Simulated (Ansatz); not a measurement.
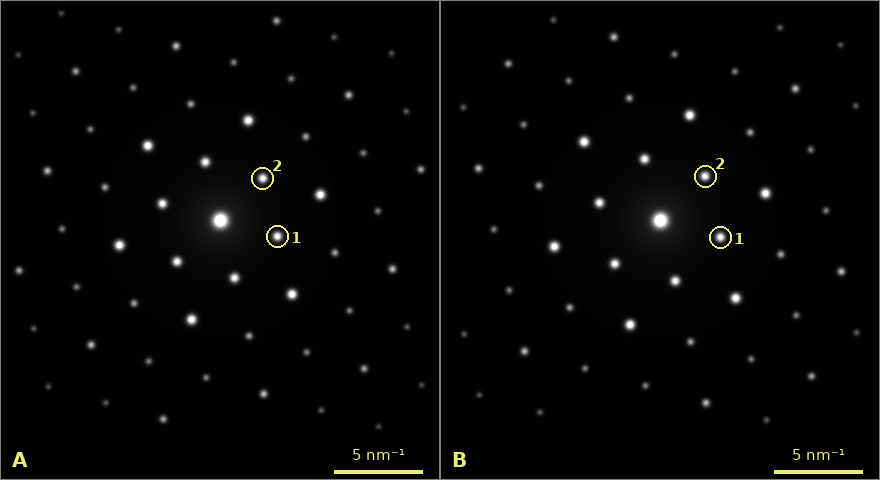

Kinematic electron diffraction patterns (200 kV, B = 0.5 Å², same scale) along [001] of the run's own cell, for the start and the end of one relaxation of Al2H3 with Ansatz 0.2.0, DFT PBE, scalar-relativistic, plane waves, PAW. k mesh 12×12×8. The start is a generated model structure, and the relaxation ends in the nearest stationary point of its symmetry, not necessarily the ground state. Spot 1 is 0 -1 0 and spot 2 is 1 -1 0 in both.

Start structure:

```
Al H
1.0
     3.38555    0.00000    0.00000
    -1.69278    2.93197    0.00000
     0.00000    0.00000    4.50908
Al H
2 3
Direct
  0.33333 0.66667 0.23271
  0.66667 0.33333 0.76729
  0.00000 0.00000 0.00000
  0.33333 0.66667 0.64589
  0.66667 0.33333 0.35411
```

### Which pattern belongs to the start structure, and which to the relaxed one?

A is the start: its cell gives d(1) = 2.932 Å, d(2) = 2.932 Å and an angle of 60.0°. B is the relaxed structure, with d(1) = 2.789 Å (-4.9 %), d(2) = 2.789 Å (-4.9 %) and 60.0°.

### What did the relaxation do to the structure and the energy?

The volume changed by -1.0 % to 8.86 Å³ an atom; with the mean shift removed, the atoms moved by up to 0.05 Å relative to the cell (H most); the space group stayed P-3m1 (No. 164); the free energy fell by 5.6 meV an atom. Relaxed cell: a = 3.220 Å, b = 3.220 Å, c = 4.931 Å, α = 90.00°, β = 90.00°, γ = 120.00°.
